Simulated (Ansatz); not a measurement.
**AlSi (quartet): one geometry, many settings at distance Si1–Al2 = 3.288 Å**

What do other methods and options give for AlSi (quartet) at this geometry, and how long do they take?

Computed with Ansatz 0.2.0, Gaussian basis. Level: the settings change from run to run.

13 further runs of the same task are left out: 1 for a mislabelled method, 9 that didn't finish, 3 set aside as unsound or not needed.

### 1 What is computed

The geometry derives from a PBE0/def2-TZVP stationary point (not a proven minimum). One bond is set to the value named and the two fragments are kept rigid.

2 atoms, charge 0, spin multiplicity 4.

Atoms are counted from 1 here; the program's logs count them from 0.

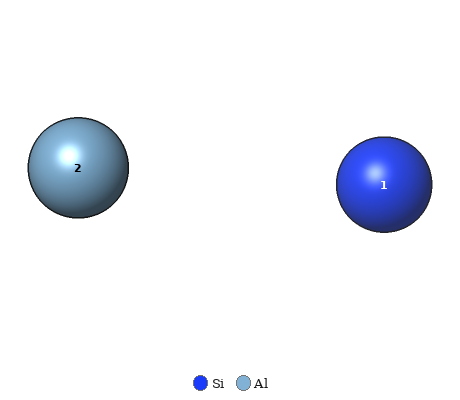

The geometry (silicon blue, aluminium light blue); atoms are numbered from 1 in the order of the file.

### 2 NEVPT4(SD)(5,4)/cc-pVDZ

in.yaml

```yaml
crystal:
  periodic: [false, false, false]
  atoms:
    - {symbol: Si, position_ang: [0.000000, 0.000000, 0.000000]}
    - {symbol: Al, position_ang: [0.000000, 0.000000, 3.288000]}
basis:
  gaussian: {orbitals: cc-pVDZ}
magnetization: {spin_polarized: false, initial_magnetization: 3}
correlation: {method: fic_nevpt4_sd, electrons: outside_noble_gas, active_space: {window: {electrons: 5, orbitals: 4}}}
scf: {lower_state_search: off}
```

Started as:

```bash
ansatz run in.yaml --threads 1 --pin off --events-out ev --progress --plain --max-ram 2393MiB
```

What it wrote:

```text
Functional definition: HF
  name "HF"
  cite "Fock, Z. Phys. 61, 126 (1930) doi:10.1007/BF01340294"
  parent pbe
  exchange = exact_x
  correlation = 0
these checks for a lower state are left out or cut short: stability, starts, cluster_reference, orbital_swaps, neighbouring_geometries, increment
367 factors; integrals over basis functions are off by at most 8.3e-4 eV
mean field evaluation 1: about -14441.8997 eV, gradient 5.2e0 eV
mean field evaluation 2: about -14441.9193 eV, gradient 5.3e0 eV
mean field evaluation 4: about -14442.3749 eV, gradient 1.9e0 eV
mean field evaluation 8: about -14442.4512 eV, gradient 2.6e-1 eV
mean field evaluation 16: about -14442.4570 eV, gradient 2.2e-6 eV
mean field -14442.45701510 eV, -530.7505058560 hartree, gradient 2.2e-6 eV, S^2 3.750000; 0 other end points of the search recorded, 0 dependent functions left out
reference -14442.45701510 eV, -530.7505058560 hartree; 15, 12 occupied and 21, 24 virtual orbitals, 367 factors
state -14442.45701510 eV, -530.7505058560 hartree
state -14442.45701510 eV, -530.7505058560 hartree; corrected -14445.84144597 eV, -530.8748813963 hartree
WARN: 1 active orbitals are nearly empty or full. The corrections depend on them more than the energy does, and are more stable in an active space without them
Total energy: -14445.84144597 eV, -530.8748813963 hartree
Checks for a lower state left out: stability, starts, cluster_reference, orbital_swaps, neighbouring_geometries, increment
```

Run time: 1.4 s. Hardware: 1 thread of AMD EPYC, shared host.

From the report: 2 determinants; active occupations 2.00, 1.00, 1.00, 1.00. The report marks this result as in doubt.

### 3 HF/6-31G*

in.yaml

```yaml
crystal:
  periodic: [false, false, false]
  atoms:
    - {symbol: Si, position_ang: [0.000000, 0.000000, 0.000000]}
    - {symbol: Al, position_ang: [0.000000, 0.000000, 3.288000]}
basis:
  gaussian: {orbitals: "6-31G*", fitting: {mean_field: def2-universal-jkfit}}
magnetization: {spin_polarized: false, initial_magnetization: 3}
hamiltonian: {xc: hf}
scf: {lower_state_search: off}
output: {forces: true, orbitals: {seedname: orbitals}}
```

The command is unchanged.

What it wrote (excerpt; [...] marks lines left out):

```text
Functional definition: HF
  name "HF"
  cite "Fock, Z. Phys. 61, 126 (1930) doi:10.1007/BF01340294"
  parent pbe
[...]
256 factors; integrals over basis functions are off by at most 3.5e-2 eV
[...]
mean field -14441.50356178 eV, -530.7154670926 hartree, gradient 2.9e-6 eV, S^2 3.750000; 0 other end points of the search recorded, 0 dependent functions left out
[...]
reference -14441.50356178 eV, -530.7154670926 hartree; 15, 12 occupied and 23, 26 virtual orbitals, 256 factors
Total energy: -14441.50356178 eV, -530.7154670926 hartree
Atom 0 at     0.000000     0.000000     0.000000 Å, force     0.000000     0.000000     1.156733 eV/Å
Atom 1 at     0.000000     0.000000     3.288000 Å, force    -0.000000    -0.000000    -1.156733 eV/Å
Dipole moment:     0.000000     0.000000     1.055272 e Å
Checks for a lower state left out: stability, starts, cluster_reference, orbital_swaps, neighbouring_geometries, increment
```

Run time: 0.4 s. Hardware: 1 thread of AMD EPYC, shared host.

### 4 CASSCF(5,4)/def2-SVP

in.yaml

```yaml
crystal:
  periodic: [false, false, false]
  atoms:
    - {symbol: Si, position_ang: [0.000000, 0.000000, 0.000000]}
    - {symbol: Al, position_ang: [0.000000, 0.000000, 3.288000]}
basis:
  gaussian: {orbitals: def2-SVP}
magnetization: {spin_polarized: false, initial_magnetization: 3}
correlation: {active_space: {window: {electrons: 5, orbitals: 4}, states: [{multiplicity: 4, weights: [0.5, 1, 1]}], root: 2}}
accuracy: high
scf: {lower_state_search: off}
```

The command is unchanged.

What it wrote (excerpt; [...] marks lines left out):

```text
Functional definition: HF
  name "HF"
  cite "Fock, Z. Phys. 61, 126 (1930) doi:10.1007/BF01340294"
  parent pbe
[...]
546 factors; integrals over basis functions are off by at most 3.8e-9 eV
[...]
mean field -14437.52531755 eV, -530.5692693138 hartree, gradient 1.9e-8 eV, S^2 3.750000; 0 other end points of the search recorded, 0 dependent functions left out
reference -14437.52531755 eV, -530.5692693138 hartree; 15, 12 occupied and 21, 24 virtual orbitals, 546 factors
state -14437.38315218 eV, -530.5640448327 hartree
state -14432.52557364 eV, -530.3855321140 hartree
state -14431.45283313 eV, -530.3461096273 hartree
Total energy: -14431.45283313 eV, -530.3461096273 hartree
Checks for a lower state left out: stability, starts, cluster_reference, orbital_swaps, neighbouring_geometries, increment
```

Wall time 1 s (1 thread of AMD EPYC, shared host).

From the report: 4 determinants; active occupations (of the averaged states) 1.40, 1.40, 1.20, 1.00.

### 5 NEVPT2(5,9)/def2-SVP

in.yaml

```yaml
crystal:
  periodic: [false, false, false]
  atoms:
    - {symbol: Si, position_ang: [0.000000, 0.000000, 0.000000]}
    - {symbol: Al, position_ang: [0.000000, 0.000000, 3.288000]}
basis:
  gaussian: {orbitals: def2-SVP}
magnetization: {spin_polarized: false, initial_magnetization: 3}
hamiltonian: {pseudopotentials: {relativity: none}}
correlation: {method: sc_nevpt2, electrons: valence, active_space: {window: {electrons: 5, orbitals: 9}}}
scf: {lower_state_search: off}
```

The command is unchanged.

What it wrote (excerpt; [...] marks lines left out):

```text
Functional definition: HF
  name "HF"
  cite "Fock, Z. Phys. 61, 126 (1930) doi:10.1007/BF01340294"
  parent pbe
[...]
324 factors; integrals over basis functions are off by at most 6.6e-4 eV
[...]
mean field -14437.52528674 eV, -530.5692681815 hartree, gradient 2.4e-6 eV, S^2 3.750000; 0 other end points of the search recorded, 0 dependent functions left out
reference -14437.52528674 eV, -530.5692681815 hartree; 15, 12 occupied and 21, 24 virtual orbitals, 324 factors
state -14438.69556085 eV, -530.6122749618 hartree
state -14438.69556085 eV, -530.6122749618 hartree; corrected -14440.41886836 eV, -530.6756053449 hartree
Total energy: -14440.41886836 eV, -530.6756053449 hartree
Checks for a lower state left out: stability, starts, cluster_reference, orbital_swaps, neighbouring_geometries, increment
```

Run time: 8 s. Hardware: 1 thread of AMD EPYC, shared host.

From the report: 564 determinants; active occupations 1.90, 0.98, 0.98, 0.97, 0.06, 0.05, 0.04, 0.01, 0.01.

### 6 CASSCF(5,8)/def2-SVP

in.yaml

```yaml
crystal:
  periodic: [false, false, false]
  atoms:
    - {symbol: Si, position_ang: [0.000000, 0.000000, 0.000000]}
    - {symbol: Al, position_ang: [0.000000, 0.000000, 3.288000]}
basis:
  gaussian: {orbitals: def2-SVP}
magnetization: {spin_polarized: false, initial_magnetization: 3}
correlation: {active_space: {window: {electrons: 5, orbitals: 8}}}
scf: {lower_state_search: off}
```

Same command.

What it wrote:

```text
Functional definition: HF
  name "HF"
  cite "Fock, Z. Phys. 61, 126 (1930) doi:10.1007/BF01340294"
  parent pbe
  exchange = exact_x
  correlation = 0
these checks for a lower state are left out or cut short: stability, starts, cluster_reference, orbital_swaps, neighbouring_geometries, increment
324 factors; integrals over basis functions are off by at most 6.6e-4 eV
mean field evaluation 1: about -14436.9841 eV, gradient 5.3e0 eV
mean field evaluation 2: about -14436.9906 eV, gradient 5.3e0 eV
mean field evaluation 4: about -14437.4364 eV, gradient 1.9e0 eV
mean field evaluation 8: about -14437.5191 eV, gradient 2.6e-1 eV
mean field -14437.52528674 eV, -530.5692681815 hartree, gradient 2.4e-6 eV, S^2 3.750000; 0 other end points of the search recorded, 0 dependent functions left out
reference -14437.52528674 eV, -530.5692681815 hartree; 15, 12 occupied and 21, 24 virtual orbitals, 324 factors
state -14438.58389893 eV, -530.6081714620 hartree
Total energy: -14438.58389893 eV, -530.6081714620 hartree
Checks for a lower state left out: stability, starts, cluster_reference, orbital_swaps, neighbouring_geometries, increment
```

Wall time 1.6 s (1 thread of AMD EPYC, shared host).

From the report: 560 determinants; active occupations 1.90, 0.98, 0.98, 0.98, 0.05, 0.05, 0.04, 0.01.

### 7 MP2 on ROHF/def2-SVPD

in.yaml

```yaml
crystal:
  periodic: [false, false, false]
  atoms:
    - {symbol: Si, position_ang: [0.000000, 0.000000, 0.000000]}
    - {symbol: Al, position_ang: [0.000000, 0.000000, 3.288000]}
basis:
  gaussian: {orbitals: def2-SVPD}
magnetization: {spin_polarized: false, initial_magnetization: 3}
correlation: {method: mp2, electrons: all}
scf: {lower_state_search: off}
```

Launched as before.

What it wrote (excerpt; [...] marks lines left out):

```text
Functional definition: HF
  name "HF"
  cite "Fock, Z. Phys. 61, 126 (1930) doi:10.1007/BF01340294"
  parent pbe
[...]
442 factors; integrals over basis functions are off by at most 4.5e-4 eV
[...]
mean field -14437.62810360 eV, -530.5730466314 hartree, gradient 2.6e-6 eV, S^2 3.750000; 0 other end points of the search recorded, 0 dependent functions left out
reference -14437.62810360 eV, -530.5730466314 hartree; 15, 12 occupied and 33, 36 virtual orbitals, 442 factors
second order -3.05889548 eV of doubles, -0.03865225 eV of singles
Total energy: -14440.72565133 eV, -530.6868794110 hartree
Checks for a lower state left out: stability, starts, cluster_reference, orbital_swaps, neighbouring_geometries, increment
```

Run time: 0.56 s. Hardware: 1 thread of AMD EPYC, shared host.

### 8 BCCD/STO-3G

in.yaml

```yaml
crystal:
  periodic: [false, false, false]
  atoms:
    - {symbol: Si, position_ang: [0.000000, 0.000000, 0.000000]}
    - {symbol: Al, position_ang: [0.000000, 0.000000, 3.288000]}
basis:
  gaussian: {orbitals: STO-3G, fitting: {mean_field: def2-universal-jkfit}}
magnetization: {spin_polarized: false, initial_magnetization: 3}
hamiltonian: {xc: {name: PBE0}, pseudopotentials: {relativity: scalar}}
correlation: {method: bccd, electrons: all, diis_vectors: 2}
```

Launched as before.

What it wrote (excerpt; [...] marks lines left out):

```text
Functional definition: PBE0
  name "PBE0"
  cite "Adamo & Barone, J. Chem. Phys. 110, 6158 (1999) doi:10.1063/1.478522"
  cite "Perdew, Burke & Ernzerhof, Phys. Rev. Lett. 77, 3865 (1996) doi:10.1103/PhysRevLett.77.3865"
  parent pbe
[...]
256 factors; integrals over basis functions are off by at most 7.5e-3 eV
[...]
mean field -14310.48114606 eV, -525.9004821250 hartree, gradient 1.6e-6 eV, S^2 3.750000; 6 other end points of the search recorded, 0 dependent functions left out
[...]
reference -14289.85336122 eV, -525.1424250145 hartree; 15, 12 occupied and 3, 6 virtual orbitals, 256 factors
second order -1.17918813 eV of doubles, -0.31972271 eV of singles
cycle   1  -1.57752889 eV  change   -3.1e-1 eV  update   7.7e-2
[...]
cycle  16  -1.91326481 eV  change   -6.1e-6 eV  update   5.5e-6
WARN: these amplitudes may be one of several solutions (largest doubles amplitude 0.11, level shift 2.90 eV)
Total energy: -14291.76662603 eV, -525.2127361993 hartree
Relativity: scalar
```

Wall time 4.7 s (1 thread of AMD EPYC, shared host).

From the report: correlation -1.9133 eV; largest double amplitude 0.11. The report flags that the cluster equations may have other roots.

### 9 CASSCF(5,5)/6-31G*

in.yaml

```yaml
crystal:
  periodic: [false, false, false]
  atoms:
    - {symbol: Si, position_ang: [0.000000, 0.000000, 0.000000]}
    - {symbol: Al, position_ang: [0.000000, 0.000000, 3.288000]}
basis:
  gaussian: {orbitals: "6-31G*"}
magnetization: {spin_polarized: false, initial_magnetization: 3}
correlation: {active_space: {window: {electrons: 5, orbitals: 5}, states: [{multiplicity: 4, weights: [1, 1, 0.5]}], root: 1}}
```

Launched as before.

What it wrote (excerpt; [...] marks lines left out):

```text
Functional definition: HF
  name "HF"
  cite "Fock, Z. Phys. 61, 126 (1930) doi:10.1007/BF01340294"
  parent pbe
[...]
577 factors; integrals over basis functions are off by at most 1.6e-7 eV
[...]
mean field -14441.50382661 eV, -530.7154768251 hartree, gradient 7.9e-6 eV, S^2 3.750000; 13 other end points of the search recorded, 0 dependent functions left out
reference -14441.50382661 eV, -530.7154768251 hartree; 15, 12 occupied and 23, 26 virtual orbitals, 577 factors
state -14441.59469913 eV, -530.7188163286 hartree
state -14440.54509838 eV, -530.6802442124 hartree
state -14440.02304924 eV, -530.6610592603 hartree
Total energy: -14440.54509838 eV, -530.6802442124 hartree
```

Wall time 4.8 s (1 thread of AMD EPYC, shared host).

From the report: 25 determinants; active occupations (of the averaged states) 1.95, 1.00, 0.80, 0.64, 0.61.

### 10 CCSD on UHF/STO-3G

in.yaml

```yaml
crystal:
  periodic: [false, false, false]
  atoms:
    - {symbol: Si, position_ang: [0.000000, 0.000000, 0.000000]}
    - {symbol: Al, position_ang: [0.000000, 0.000000, 3.288000]}
basis:
  gaussian: {orbitals: STO-3G}
magnetization: {spin_polarized: true, initial_magnetization: 3}
correlation: {method: ccsd, electrons: all, diis_vectors: 2}
scf: {lower_state_search: full}
output: {forces: true}
```

Same command.

What it wrote (excerpt; [...] marks lines left out):

```text
Functional definition: HF
  name "HF"
  cite "Fock, Z. Phys. 61, 126 (1930) doi:10.1007/BF01340294"
  parent pbe
[...]
181 factors; integrals over basis functions are off by at most 6.6e-5 eV
[...]
mean field -14268.58671867 eV, -524.3608903157 hartree, gradient 9.0e-6 eV, S^2 3.761423; 20 other end points of the search recorded, 0 dependent functions left out
determinant -14268.58671867 eV, -524.3608903157 hartree, with singles and doubles -14269.92745936 eV, -524.4101616274 hartree
determinant -14267.79744155 eV, -524.3318849166 hartree, with singles and doubles -14268.96187814 eV, -524.3746771718 hartree
determinant -14267.70997751 eV, -524.3286706723 hartree, with singles and doubles -14268.95906841 eV, -524.3745739163 hartree
determinant -14267.67479599 eV, -524.3273777754 hartree, with singles and doubles -14268.92239505 eV, -524.3732261952 hartree
determinant -14267.08482642 eV, -524.3056967933 hartree, with singles and doubles -14268.34740594 eV, -524.3520957351 hartree
reference -14268.58671867 eV, -524.3608903157 hartree; 15, 12 occupied and 3, 6 virtual orbitals, 181 factors
second order -0.81494406 eV of doubles, -0.00000000 eV of singles
cycle   1  -1.33931843 eV  change    1.4e-3 eV  update   4.4e-3
[...]
cycle  28  -1.34518096 eV  change   -1.4e-7 eV  update   2.7e-7
[...]
Total energy: -14269.93189963 eV, -524.4103248043 hartree
Atom 0 at     0.000000     0.000000     0.000000 Å, force    -0.000000    -0.000000     2.416801 eV/Å
Atom 1 at     0.000000     0.000000     3.288000 Å, force     0.000000     0.000000    -2.416801 eV/Å
Dipole moment:     0.000000     0.000000     0.834189 e Å
```

Run time: 4.3 s. Hardware: 1 thread of AMD EPYC, shared host.

From the report: ⟨S²⟩ of the determinant 3.761 (pure quartet: 3.75); correlation -1.3452 eV; T1 0.019; largest double amplitude 0.11.

### 11 All runs side by side

 † marks a result that the program doubts.

| level | correlated | functions | energy (eV) | time |
| --- | --- | --- | --- | --- |
| NEVPT4(SD)(5,4)/cc-pVDZ † | outside noble gas | 36 | -14445.8414 | 1.4 s |
| HF/6-31G* |  | 38 | -14441.5036 | 0.4 s |
| CASSCF(5,4)/def2-SVP (excited root 2 of an average) |  | 36 | -14431.4528 | 1 s |
| NEVPT2(5,9)/def2-SVP | valence | 36 | -14440.4189 | 8 s |
| CASSCF(5,8)/def2-SVP |  | 36 | -14438.5839 | 1.6 s |
| MP2 on ROHF/def2-SVPD | all | 48 | -14440.7257 | 0.56 s |
| BCCD/STO-3G (on PBE0 orbitals, relativity set) † | all | 18 | -14291.7666 | 4.7 s |
| CASSCF(5,5)/6-31G* (excited root 1 of an average) |  | 38 | -14440.5451 | 4.8 s |
| CCSD on UHF/STO-3G | all | 18 | -14269.9319 | 4.3 s |

### 12 Results

| quantity | value |
| --- | --- |
| runs | 9 |
| quickest | HF/6-31G*, 0.4 s |
| slowest | NEVPT2(5,9)/def2-SVP, 8 s |

In words: Total energies in different bases, with other cores or another treatment of relativity can't be set against each other. NEVPT2(5,9)/def2-SVP took 20 times as long as HF/6-31G*; the jobs differ in more than the method.
